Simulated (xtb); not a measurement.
# Run report: C2H6OSi, energy and gradient calculation

C2H6OSi, multiplicity 3, computed with GFN-FF (xtb 6.7.1).

The geometry comes from this level: GFN2-xTB.

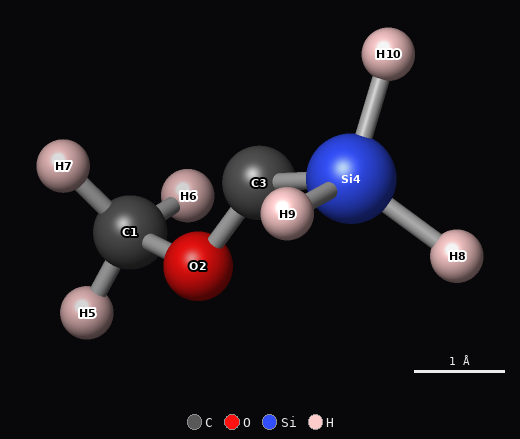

Figure 1. The input geometry (ball-and-stick view, seen at a tilt; atoms are numbered from 1 in the order of the input).

### Summary

| quantity | value |
| --- | --- |
| outcome | converged |
| total energy | −1.242494 hartree |
| dispersion energy | −0.003514 hartree |
| largest force | 1.101 eV/Å |
| dipole moment | 0.98 D |
| hardware | 1 thread of AMD EPYC 7571, 176 GiB of memory available, shared host |
| peak memory | 0.069 GiB |

### Input file (coord)
```
$coord
     -0.953631391531      3.610737500845      1.175220676905  c
     -1.309315642708      1.278248545219     -0.089308456650  o
      0.546244233584     -0.396521232730     -0.019142925642  c
      0.960509994625     -3.612494946141     -1.160424121349  si
     -2.681105631097      4.692662398977      0.904385128723  h
      0.652220074653      4.638956382515      0.373542163055  h
     -0.621190771687      3.307228587969      3.193901712275  h
      0.769307505335     -3.813183860576     -3.932860216049  h
     -0.875132168314     -5.419262093896     -0.099645258552  h
      3.512074899878     -4.286390179444     -0.345668702717  h
$end
```

Command:
```bash
xtb --grad --gfnff --uhf 2 -- coord | tee run.log
```

### The program's output
```
* xtb version 6.7.1
   ID    Z sym.   atoms
    1    6 c      1, 3
    2    8 o      2
    3   14 si     4
    4    1 h      5-10

           -------------------------------------------------
          |                Calculation Setup                |
           -------------------------------------------------

          program call               : xtb --grad --gfnff --uhf 2 -- coord
          coordinate file            : coord
          omp threads                :                     1

          ==================== Thresholds ====================
          CN  :   150.00000
          rep :   500.00000
          disp:  2500.00000
          HB1 :   250.00000
          HB2 :   450.00000

          Pauling EN used:
          Z : 1  EN :  2.20
          Z : 6  EN :  2.55
          Z : 8  EN :  3.44
          Z :14  EN :  1.90
          electric field strengths (au): 0.000

           -------------------------------------------------
          |           Force Field Initialization            |
           -------------------------------------------------

          distances ...
          ----------------------------------------
          generating topology and atomic info file ...
          pair mat ...
          computing topology distances matrix with Floyd-Warshall algo ...
          making topology EEQ charges ...
          #fragments for EEQ constrain: 1
          ----------------------------------------
          generating topology and atomic info file ...
          pair mat ...
          computing topology distances matrix with Floyd-Warshall algo ...
          making topology EEQ charges ...
          #fragments for EEQ constrain: 1
          rings ...
          # BATM   26
          # H in HB   3

  atom   neighbors  erfCN metchar sp-hybrid imet pi  qest     coordinates
    1  c       4    3.50   0.00         3    0    0   0.037   -0.953631    3.610738    1.175221
    2  o       2    1.92   0.00         3    0    1  -0.267   -1.309316    1.278249   -0.089308
    3  c       2    1.95   0.00        -2    0    1  -0.170    0.546244   -0.396521   -0.019143
    4  si      4    3.46   0.04         3    0    0   0.171    0.960510   -3.612495   -1.160424
    5  h       1    0.97   0.00         0    0    0   0.058   -2.681106    4.692662    0.904385
    6  h       1    0.97   0.00         0    0    0   0.058    0.652220    4.638956    0.373542
    7  h       1    0.97   0.00         0    0    0   0.058   -0.621191    3.307229    3.193902
    8  h       1    0.96   0.01         0    0    0   0.019    0.769308   -3.813184   -3.932860
    9  h       1    0.96   0.01         0    0    0   0.019   -0.875132   -5.419262   -0.099645
   10  h       1    0.96   0.01         0    0    0   0.019    3.512075   -4.286390   -0.345669

          #atoms :   10
          #bonds :   9
          #angl  :   14
          #tors  :   7
          #nmol  :   1
          #optfrag :   1
           -------------------------------------------------
          |                   G F N - F F                   |
          |          A general generic force-field          |
          |                  Version 1.0.3                  |
           -------------------------------------------------
          Number of HB bonds (bound hydrogen)     36
          Number of HB bonds (unbound hydrogen)   18
          Number of XB bonds                      0

 E+G (total)                   0 d,  0 h,  0 min,  0.000 sec
 distance/D3 list               ...        0 min,  0.000 sec (  1.033%)
 non bonded repulsion           ...        0 min,  0.000 sec ( 17.513%)
 dCN                            ...        0 min,  0.000 sec (  4.119%)
 EEQ energy and q               ...        0 min,  0.000 sec (  9.670%)
 D3                             ...        0 min,  0.000 sec ( 13.116%)
 EEQ gradient                   ...        0 min,  0.000 sec (  3.155%)
 bonds                          ...        0 min,  0.000 sec (  8.381%)
 bend and torsion               ...        0 min,  0.000 sec ( 10.525%)
 bonded ATM                     ...        0 min,  0.000 sec (  6.024%)
 HB/XB (incl list setup)        ...        0 min,  0.000 sec ( 16.531%)

         :::::::::::::::::::::::::::::::::::::::::::::::::::::
         ::                     SUMMARY                     ::
         :::::::::::::::::::::::::::::::::::::::::::::::::::::
         :: total energy              -1.242493869894 Eh    ::
         :: gradient norm              0.033121844769 Eh/a0 ::
         ::.................................................::
         :: bond energy               -1.264624002287 Eh    ::
         :: angle energy               0.024298465964 Eh    ::
         :: torsion energy             0.000015549793 Eh    ::
         :: repulsion energy           0.054406916456 Eh    ::
         :: electrostat energy        -0.053257709578 Eh    ::
         :: dispersion energy         -0.003513666432 Eh    ::
         :: HB energy                  0.000000000000 Eh    ::
         :: XB energy                  0.000000000000 Eh    ::
         :: bonded atm energy          0.000180576189 Eh    ::
         :: external energy            0.000000000000 Eh    ::
         :: add. restraining           0.000000000000 Eh    ::
         :: total charge              -0.000000000000 e     ::
         :::::::::::::::::::::::::::::::::::::::::::::::::::::

           -------------------------------------------------
          |                Property Printout                |
           -------------------------------------------------

molecular dipole:
                 x           y           z       tot (Debye)
 q only:        0.308      -0.213       0.084       0.976

           -------------------------------------------------
          | TOTAL ENERGY               -1.242493869894 Eh   |
          | GRADIENT NORM               0.033121844769 Eh/α |
           -------------------------------------------------
########################################################################
[WARNING] Runtime exception occurred
-1- gfnff_setup: Could not read topology file.
########################################################################

------------------------------------------------------------------------
------------------------------------------------------------------------
 total:
 *  cpu-time:     0 d,  0 h,  0 min,  0.005 sec
 * ratio c/w:     0.999 speedup
 SCF:
 *  cpu-time:     0 d,  0 h,  0 min,  0.001 sec
 * ratio c/w:     0.994 speedup
```

### Standard error
```
normal termination of xtb
```
